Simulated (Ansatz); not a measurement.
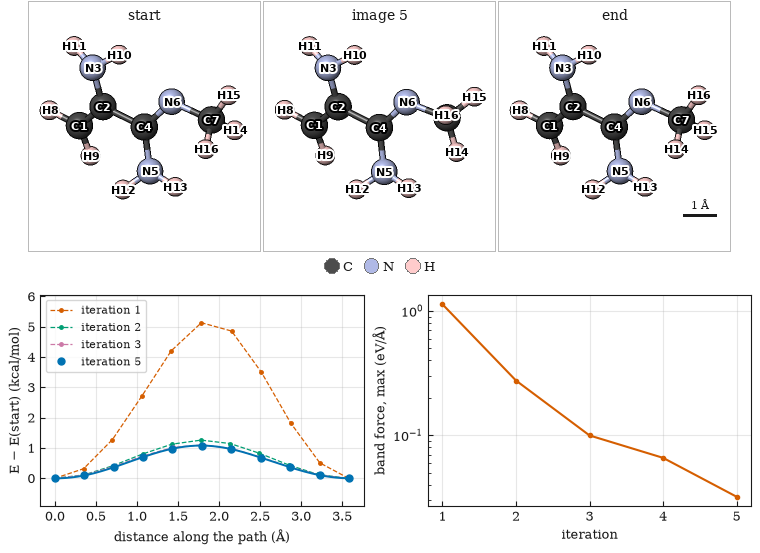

A search for the minimum-energy path of C₄H₉N₃ by the nudged elastic band. Images are numbered from 0 (start) to 10 (end). The plot follows the band through its iterations. The picture is a ball-and-stick view, seen at a tilt.

Level of theory: RKS B3LYP/def2-SVP in Ansatz.

Input file:
```yaml
crystal:
  periodic: [false, false, false]
  atoms:
    - { symbol: C, position_ang: [-1.912402, 1.177792, 0.84798] }
    - { symbol: C, position_ang: [-0.783038, 0.444847, 0.986987] }
    - { symbol: "N", position_ang: [-0.214952, 0.063045, 2.183464] }
    - { symbol: C, position_ang: [-0.009667, -0.061933, -0.200988] }
    - { symbol: "N", position_ang: [-0.686735, -0.118805, -1.396019] }
    - { symbol: "N", position_ang: [1.224765, -0.367384, -0.017532] }
    - { symbol: C, position_ang: [2.000004, -0.863282, -1.127201] }
    - { symbol: H, position_ang: [-2.462056, 1.540692, 1.71982] }
    - { symbol: H, position_ang: [-2.276927, 1.477595, -0.133752] }
    - { symbol: H, position_ang: [0.760393, -0.210248, 2.068143] }
    - { symbol: H, position_ang: [-0.411616, 0.648368, 2.986458] }
    - { symbol: H, position_ang: [-1.696598, -0.178161, -1.366274] }
    - { symbol: H, position_ang: [-0.239766, -0.56399, -2.186632] }
    - { symbol: H, position_ang: [2.193904, -0.078601, -1.886755] }
    - { symbol: H, position_ang: [2.979383, -1.222145, -0.77611] }
    - { symbol: H, position_ang: [1.512308, -1.710289, -1.657589] }
basis:
  gaussian: { orbitals: def2-SVP }
hamiltonian:
  xc: b3lyp
neb:
  order_check: false
  images: 9
  f_tol: 0.05
  max_iterations: 60
  initial_path: idpp
  final_atoms:
    - { symbol: C, position_ang: [-1.85591676, 1.25834726, 0.85603884] }
    - { symbol: C, position_ang: [-0.79022514, 0.43417633, 0.98606688] }
    - { symbol: "N", position_ang: [-0.3058673, -0.07315471, 2.17268479] }
    - { symbol: C, position_ang: [-0.00540112, -0.0470002, -0.2050458] }
    - { symbol: "N", position_ang: [-0.63510806, 0.02492202, -1.42518265] }
    - { symbol: "N", position_ang: [1.19638543, -0.45127644, 0.00180021] }
    - { symbol: C, position_ang: [1.98127948, -0.92739298, -1.10961901] }
    - { symbol: H, position_ang: [-2.41762677, 1.60018741, 1.72863495] }
    - { symbol: H, position_ang: [-2.15030846, 1.65277604, -0.11547207] }
    - { symbol: H, position_ang: [0.65223866, -0.40749175, 2.07670866] }
    - { symbol: H, position_ang: [-0.4949885, 0.46868958, 3.00762354] }
    - { symbol: H, position_ang: [-1.64677063, 0.03313969, -1.43490418] }
    - { symbol: H, position_ang: [-0.18842048, -0.40031732, -2.22691404] }
    - { symbol: H, position_ang: [1.45791265, -1.69793472, -1.71704672] }
    - { symbol: H, position_ang: [2.26315496, -0.1094657, -1.80358308] }
    - { symbol: H, position_ang: [2.91666202, -1.38070351, -0.74779031] }
```

Command:
```bash
ansatz run input.yaml --threads 2 --pin off --max-ram 3072MiB --backend cpu --events-out ev --progress --plain --runs-dir out
```

> How did the profile develop, and is the result final?

The result is final at these settings. The band converged in 5 iterations. The largest component of the band force went from 1.1 to 0.032 eV/Å. The climbing image converged on the top of the path. Its vibrational analysis gives one imaginary mode (137i cm⁻¹), as a transition state must have. The first iteration put the highest image at 5.13 kcal/mol. The barrier is about 1.08 kcal/mol in both directions, with image 5 at the top; the ends have the same energy.

Cost: 3 min on 2 threads of AMD EPYC 9R14 (Zen 4), with other jobs on the host, peak memory 0.43 GiB.
